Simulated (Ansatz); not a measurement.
# TiSi16: the cost of one run

Program: Ansatz 0.2.0. Level of theory: DFT PBE+D3(BJ), plane waves, PAW, scalar-relativistic, no spin polarisation. These are calculated values, not measurements.

### 1 The system as given

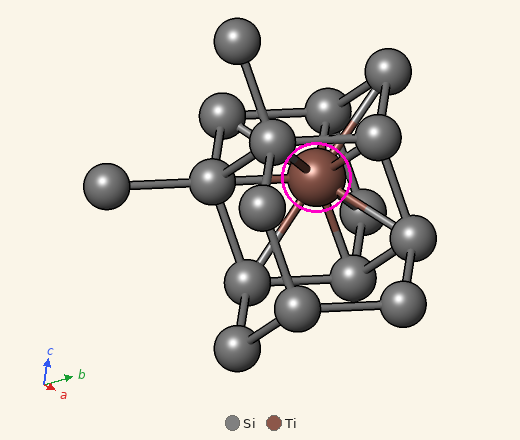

The starting structure, seen slightly off an axis (silicon grey, titanium brown). Each atom of the cell is drawn once, at one copy chosen for all pictures, so bonds across the cell's faces may be missing. Ringed: Ti17.

Structure file:

```xyz
17
Lattice="0.0000 5.4300 5.4300 5.4300 0.0000 5.4300 5.4300 5.4300 0.0000" Properties=species:S:1:pos:R:3 pbc="T T T"
Si    0.0000    0.0000    0.0000
Si    1.3575    1.3575    1.3575
Si    2.7150    2.7150    0.0000
Si    4.0725    4.0725    1.3575
Si    2.7150    0.0000    2.7150
Si    4.0725    1.3575    4.0725
Si    5.4300    2.7150    2.7150
Si    6.7875    4.0725    4.0725
Si    0.0000    2.7150    2.7150
Si    1.3575    4.0725    4.0725
Si    2.7150    5.4300    2.7150
Si    4.0725    6.7875    4.0725
Si    2.7150    2.7150    5.4300
Si    4.0725    4.0725    6.7875
Si    5.4300    5.4300    5.4300
Si    6.7875    6.7875    6.7875
Ti    6.7693    4.1216    6.7882
```

### 2 End point A

input.yaml reads:

```yaml
crystal:
  lattice:
    - [0.0, 5.43, 5.43]
    - [5.43, 0.0, 5.43]
    - [5.43, 5.43, 0.0]
  atoms:
    - { symbol: Si, position: [0.0, 0.0, 0.0] }
    - { symbol: Si, position: [0.125, 0.125, 0.125] }
    - { symbol: Si, position: [0.0, 0.0, 0.5] }
    - { symbol: Si, position: [0.125, 0.125, 0.625] }
    - { symbol: Si, position: [0.0, 0.5, 0.0] }
    - { symbol: Si, position: [0.125, 0.625, 0.125] }
    - { symbol: Si, position: [0.0, 0.5, 0.5] }
    - { symbol: Si, position: [0.125, 0.625, 0.625] }
    - { symbol: Si, position: [0.5, 0.0, 0.0] }
    - { symbol: Si, position: [0.625, 0.125, 0.125] }
    - { symbol: Si, position: [0.5, 0.0, 0.5] }
    - { symbol: Si, position: [0.625, 0.125, 0.625] }
    - { symbol: Si, position: [0.5, 0.5, 0.0] }
    - { symbol: Si, position: [0.625, 0.625, 0.125] }
    - { symbol: Si, position: [0.5, 0.5, 0.5] }
    - { symbol: Si, position: [0.625, 0.625, 0.625] }
    - { symbol: Ti, position: [0.3812533, 0.8688717, 0.3777826] }
basis:
  ecutwfc: 420.0
kpoints:
  mp_grid: { grid: [2, 2, 2] }
hamiltonian:
  xc: pbe
  dispersion: d3bj
  pseudopotentials: { kind: paw, azcp: { folder: soft_1 } }
scf:
  occupations: { method: fermi_dirac, width: 0.02 }
  lower_state_search: "off"
relax:
  f_tol: 0.03
  max_steps: 60
  adjacent_minimum: "off"
output:
  write_density: true
  write_potential: true
  elf: true
  volumetric_format: npy
```

Started as:

```sh
$ ansatz run input.yaml --threads 1 --pin off --max-ram 3072MiB --backend cpu --events-out ev --progress --plain --runs-dir out
```

**Question.** How long does this run take on 1 thread of Arm Neoverse V1, shared host, and how much memory does it need?

About 36 s, with a peak of 0.56 GiB.
